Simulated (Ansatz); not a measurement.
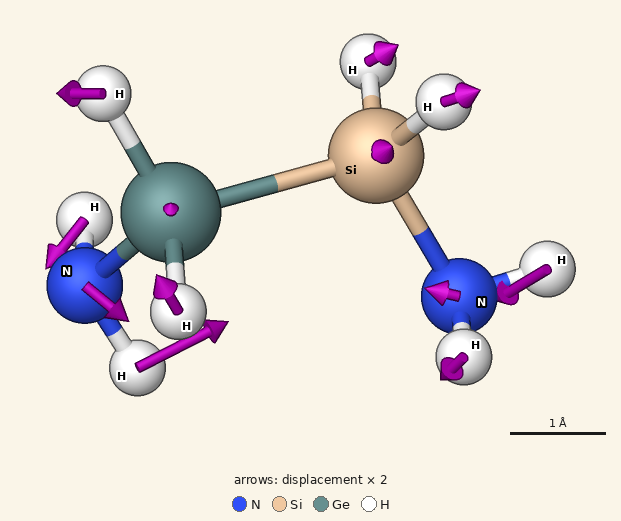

This is a relaxation of GeSiN$_{2}$H$_{8}$ (coarse preliminary run). The starting structure is drawn; purple arrows show the displacements, 2 times their true length. The two geometries are superimposed by the best rigid fit.

Style: ball-and-stick. Shown from a free direction.

The start comes from a force field.

The calculation used Ansatz 0.2.0, RKS PBE-D4/def2-SVP. Set-up: force threshold 0.03 eV/Å; at most 200 steps.

Q: What did the optimiser do to the structure, and how much energy did it gain?

A: The energy falls by 39.4 kJ/mol in 17 accepted moves (18 points after the start). The largest force component goes from 2.7 to 0.026 eV/Å. The line search rejected the trial step at point 4 of the run. The forces were under the threshold at step 6, but the run went on from there. An H atom moves most after the best rigid fit: 0.56 Å. By element the largest moves are H 0.56 Å, N 0.31 Å, Si 0.19 Å, Ge 0.07 Å. Near-neighbour distances that change, for instance: H–Si 1.447 → 1.517 Å, N–Si 1.830 → 1.765 Å, Ge–N 1.819 → 1.877 Å, H–N 1.088 → 1.032 Å. Bond angles that change, for instance: Si–N–H 104.0° → 116.5°, Si–N–H 106.4° → 117.0°, N–Si–Ge 109.6° → 102.1°. Groups turn about Ge–N by about 30°.
